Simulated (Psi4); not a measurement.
**BSiN2H5 (SMILES N[SiH]1BN1) at HF/cc-pVDZ**

What is the vertical ionisation energy of BSiN2H5 at HF/cc-pVDZ? 

The results are computed with Psi4 1.11.

2 further runs of the same task are left out: 2 set aside as unsound or not needed. Runs told in other sessions of the task aren't counted.

### 1 The molecule

The species is BSiN2H5 (9 atoms), meant as a singlet with charge 0. As SMILES, `N[SiH]1BN1`. The coordinates come from a PBE0-D4/def2-TZVP relaxation. This is one conformer, not always the lowest.

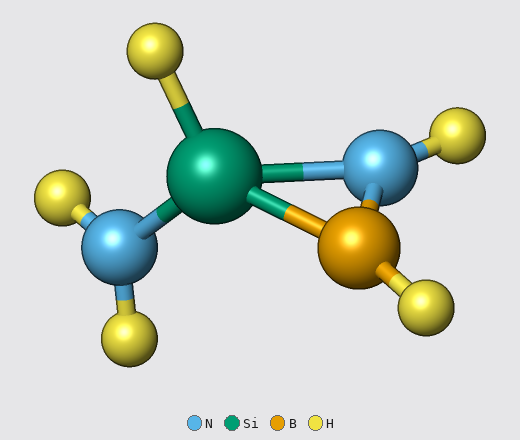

Viewed from a chosen angle; nitrogen blue, silicon teal, boron amber, hydrogen yellow.

### 2 Energy and gradient at HF/cc-pVDZ

Contents of input.inp:

```
memory 2.2 GB

molecule {
  0 1
  N
  Si 1 R2
  B 2 R3 1 A3
  N 3 R4 2 A4 1 D4
  H 1 R5 2 A5 4 D5
  H 1 R6 5 A6 2 D6
  H 2 R7 1 A7 6 D7
  H 3 R8 4 A8 2 D8
  H 4 R9 3 A9 8 D9

  R2 = 1.70207
  R3 = 1.914206
  A3 = 127.23337
  R4 = 1.389339
  A4 = 61.77956
  D4 = 99.73395
  R5 = 1.00553
  A5 = 122.55607
  D5 = -107.4643
  R6 = 1.005143
  A6 = 112.85974
  D6 = -166.95653
  R7 = 1.482017
  A7 = 105.47236
  D7 = -170.86196
  R8 = 1.190185
  A8 = 134.38438
  D8 = 178.29311
  R9 = 1.010714
  A9 = 135.16131
  D9 = -0.87641
  units angstrom
  symmetry c1
  no_reorient
  no_com
}

set {
  basis         cc-pVDZ
  reference     rhf
  puream        true
  e_convergence 1e-09
  d_convergence 1e-08
  scf_type      pk
}

E, wfn = gradient("scf", return_wfn=True)
oeprop(wfn, "MULLIKEN_CHARGES", "WIBERG_LOWDIN_INDICES", "DIPOLE", title="SCF")
print_variables()
```

Command:

```console
$ psi4 input.inp input.out -n 1
```

input.out:

```text
[...]
  Running in c1 symmetry.
[...]
  Nuclear repulsion =  149.962672959193355
[...]
  Multiplicity = 1
[...]
  Nalpha       = 19
  Nbeta        = 19
[...]
    Number of basis functions: 85
[...]
   @RHF iter   1:  -425.31452495671226   -6.16768e-01   6.18954e-03 ADIIS/DIIS
[...]
   @RHF iter  12:  -425.45119590203740   -3.75167e-12   4.77378e-09 DIIS
[...]
    Orbital Energies [Eh]
    ---------------------
    Doubly Occupied:
       1A    -68.791115     2A    -15.545203     3A    -15.537465
       4A     -7.595728     5A     -6.135241     6A     -4.243059
       7A     -4.241498     8A     -4.240896     9A     -1.154802
      10A     -1.127324    11A     -0.760222    12A     -0.672250
      13A     -0.652741    14A     -0.594293    15A     -0.527788
      16A     -0.484341    17A     -0.422823    18A     -0.412944
      19A     -0.337462
[...]
  @RHF Final Energy:  -425.45119590203740
   => Energetics <=
    Nuclear Repulsion Energy =            149.9626729591933554
    One-Electron Energy =                -883.8733447022266319
    Two-Electron Energy =                 308.4594758409958786
    Total Energy =                       -425.4511959020373979
[...]
  -Total Gradient:
     Atom            X                  Y                   Z
    ------   -----------------  -----------------  -----------------
       1        0.000575794258    -0.000385509895     0.014707119438
       2        0.003229280723    -0.007680064705    -0.003095558052
       3       -0.003399352909     0.002940688817    -0.003831450588
       4       -0.010182727809     0.004424402278    -0.004887662831
       5        0.000785982686     0.004499382992    -0.001984695062
       6       -0.000927649808    -0.004456491406    -0.002001619310
       7        0.001143211267    -0.000038811718    -0.000209985445
       8        0.000747265165     0.000475483855    -0.000422728482
       9        0.008028196428     0.000220919782     0.001726580332
[...]
 Multipole Moments:
 ------------------------------------------------------------------------------------
     Multipole            Electronic (a.u.)      Nuclear  (a.u.)        Total (a.u.)
 ------------------------------------------------------------------------------------
 L = 1.  Multiply by 2.5417464519 to convert [e a0] to [Debye]
 Dipole X            :         -0.2747278            0.8197576            0.5450298
 Dipole Y            :         -0.9996260            1.1019657            0.1023397
 Dipole Z            :          1.6283149           -2.1668282           -0.5385133
 Magnitude           :                                                    0.7729990
[...]
  Mulliken Charges: (a.u.)
   Center  Symbol    Alpha    Beta     Spin     Total
       1     N     3.70835  3.70835  0.00000 -0.41670
       2    SI     6.71417  6.71417  0.00000  0.57166
       3     B     2.48934  2.48934  0.00000  0.02133
       4     N     3.65029  3.65029  0.00000 -0.30057
       5     H     0.44096  0.44096  0.00000  0.11807
       6     H     0.44096  0.44096  0.00000  0.11808
       7     H     0.56848  0.56848  0.00000 -0.13696
       8     H     0.53254  0.53254  0.00000 -0.06507
       9     H     0.45491  0.45491  0.00000  0.09017
   Total alpha = 19.00000, Total beta = 19.00000, Total charge =  0.00000
[...]
```

Wall time 11 s (1 thread of Intel Xeon 6975P-C (Granite Rapids), shared host); peak memory 0.39 GiB.

### 3 The doublet cation at the same level

Contents of input.dat:

```
memory 2200 mb

molecule {
  1 2
  N     -1.20526732     3.00107406     0.41233824
  Si     0.48925009     0.33164693     1.00249971
  B     -0.44200694    -3.07231673     0.20824782
  N      1.22926684    -1.83605790    -1.39537377
  H     -0.41819639     4.73055141     0.40232269
  H     -2.95137426     2.98066502    -0.33504844
  H      2.72347329     1.17333095     2.46647054
  H     -1.40085398    -5.10679588     0.21618467
  H      2.14294943    -2.28959217    -3.01014474
  units bohr
  symmetry c1
  no_reorient
  no_com
}

set globals {
  reference uhf
  puream true
  e_convergence 1e-09
  d_convergence 1e-08
  scf_type pk
  maxiter 100
}

e, wfn = gradient('scf/cc-pVDZ', return_wfn=True)
oeprop(wfn, 'DIPOLE', 'MAYER_INDICES', 'LOWDIN_CHARGES')
```

Command:

```console
$ psi4 input.dat output.dat -n 1
```

output.dat, cut to the lines that bear on the results:

```text
[...]
  Running in c1 symmetry.
[...]
  Nuclear repulsion =  149.962674471596983
[...]
  Multiplicity = 2
[...]
  Nalpha       = 19
  Nbeta        = 18
[...]
    Number of basis functions: 85
[...]
   @UHF iter   1:  -425.03509068037386   -3.37333e-01   5.52699e-03 ADIIS/DIIS
[...]
   @UHF iter  19:  -425.15625443088908   -2.84217e-12   6.68986e-09 DIIS
[...]
   @S^2 Observed:                7.613785600E-01
[...]
  @UHF Final Energy:  -425.15625443088908
   => Energetics <=
    Nuclear Repulsion Energy =            149.9626744715969835
    One-Electron Energy =                -874.3656773203640569
    Two-Electron Energy =                 299.2467484178779955
    Total Energy =                       -425.1562544308890779
  UHF NO Occupations:
  HONO-2 :   17  A 1.9985860
  HONO-1 :   18  A 1.9975958
  HONO-0 :   19  A 1.0000000
  LUNO+0 :   20  A 0.0024042
  LUNO+1 :   21  A 0.0014140
[...]
  -Total Gradient:
     Atom            X                  Y                   Z
    ------   -----------------  -----------------  -----------------
       1        0.006970050093     0.030301309278     0.002085492968
       2       -0.049460001425    -0.116619272366     0.011464025543
       3       -0.025251602055     0.070479111109     0.081641316230
       4        0.054114469082     0.020023277912    -0.065694749637
       5       -0.000320589679     0.000067585068    -0.009228776030
       6       -0.001646140218    -0.003387151562     0.002897536483
       7        0.007336025496     0.012357456532    -0.005874136242
       8        0.007032174578    -0.008756389669    -0.017032600525
       9        0.001225614128    -0.004465926301    -0.000258108790
[...]
 Multipole Moments:
 ------------------------------------------------------------------------------------
     Multipole            Electronic (a.u.)      Nuclear  (a.u.)        Total (a.u.)
 ------------------------------------------------------------------------------------
 L = 1.  Multiply by 2.5417464519 to convert [e a0] to [Debye]
 Dipole X            :         -4.9091026            4.9034613           -0.0056414
 Dipole Y            :          0.6042093           -1.0752542           -0.4710449
 Dipole Z            :         -7.9344406            7.9347710            0.0003304
 Magnitude           :                                                    0.4710788
[...]
```

Run time: 11 s. Hardware: 1 thread of Intel Xeon 6975P-C (Granite Rapids), shared host; peak memory 0.39 GiB.

### 4 Outcome

At HF/cc-pVDZ:

| quantity | value |
| --- | --- |
| singlet BSiN2H5: total energy | -425.45120 Eh |
| singlet BSiN2H5: dipole moment | 1.96 D |
| singlet BSiN2H5: HOMO energy | -9.18 eV |
| singlet BSiN2H5: LUMO energy | 3.77 eV |
| singlet BSiN2H5: HOMO–LUMO gap | 12.96 eV |
| singlet BSiN2H5: largest force on an atom | 0.757 eV/Å |
| doublet cation: total energy | -425.15625 Eh |
| doublet cation: HOMO energy (highest over α and β) | -16.38 eV |
| doublet cation: LUMO energy (lowest over α and β) | -6.94 eV |
| doublet cation: ⟨S²⟩ | 0.761 |
| doublet cation: largest force on an atom | 6.540 eV/Å |
| vertical ionisation energy (to the doublet cation) | 8.026 eV |

Removing an electron at fixed nuclei costs 8.03 eV (185 kcal/mol). The largest force (singlet BSiN2H5) is 0.76 eV/Å: the shape isn't a stationary point for this species at this level. The negative HOMO energy of the first species, 9.18 eV, lies 1.16 eV above that difference. Mulliken charges (singlet BSiN2H5) run from -0.42 on N1 to +0.57 on Si2.
